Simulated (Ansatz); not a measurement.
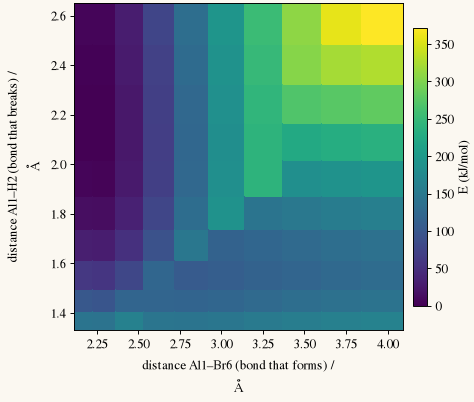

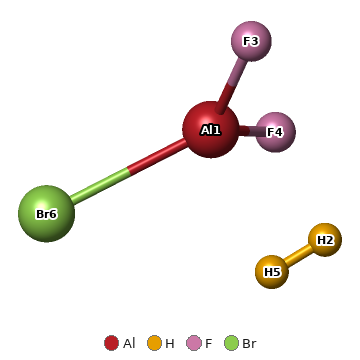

Energy landscape of the reacting system AlBrF₂H₂ (fragments AlF₂H + BrH where the first distance is long, AlBrF₂ + H₂ where the second is long). The first coordinate is: distance Al1–Br6 (bond that forms); the second: distance Al1–H2 (bond that breaks). Relaxed at each point: all other coordinates. Grid: 10 × 10 points. Points are written as (first, second). Energies: kJ/mol, counted from the lowest grid point. Energies and slopes of some neighbouring points disagree (a jump in structure or state, or too coarse a mesh). The reference is spin-restricted, so regions where a bond is pulled apart into radicals lie too high. All numbers below come from RKS PBE0-D4/def2-SVP (Ansatz).

Drawn: one coloured cell a grid point. The second picture is the structure at the lowest point.

Where are the lowest and the highest points?

Answer. The lowest grid point is at (2.284 Å, 2.091 Å). The highest grid point, (3.969 Å, 2.568 Å), lies 372 kJ/mol above the lowest.

The values on the grid:

```tsv
second ↓, first →	2.169	2.284	2.444	2.625	2.822	3.032	3.253	3.484	3.723	3.969
2.568	5	6	30	76	133	195	254	309	358	372
2.404	3	2	27	72	129	189	249	304	322	327
2.244	1	0	24	69	125	185	244	269	275	281
2.091	1	0	23	67	123	183	241	225	231	236
1.944	5	3	26	69	125	184	241	184	189	194
1.803	14	12	34	77	132	189	144	150	155	160
1.672	32	29	51	94	147	116	121	127	132	137
1.551	60	58	80	122	105	109	115	120	125	130
1.445	101	99	120	120	118	122	127	132	137	141
1.368	144	141	162	145	143	146	151	156	161	165
```

The input of one point:

```yaml
crystal:
  periodic: [false, false, false]
  atoms:
    - { symbol: Al, position_ang: [-0.311793, -0.010521, 0.564836] }
    - { symbol: H, position_ang: [0.356804, 0.640002, -1.306548] }
    - { symbol: F, position_ang: [0.361275, 1.374484, 1.167208] }
    - { symbol: F, position_ang: [-1.836214, 0.073782, -0.070104] }
    - { symbol: H, position_ang: [0.728992, -0.046268, -1.246032] }
    - { symbol: Br, position_ang: [0.701039, -2.03158, 0.890639] }
basis:
  gaussian: { orbitals: def2-SVP }
hamiltonian:
  xc: pbe0
  dispersion: d4
output:
  forces: true
relax:
  f_tol: 0.02
  max_steps: 50
  escape_saddle: false
  constraints: [{ distance: [0, 5] }, { distance: [0, 1] }]
scf:
  lower_state_search: "off"
```

Each point was launched as `ansatz run input.yaml --threads 1 --pin off --max-ram 2560MiB --backend cpu --events-out ev --progress --plain --runs-dir out`. The whole map (100 points run) took 31 min on 1 thread of Arm Neoverse V1 (shared host).
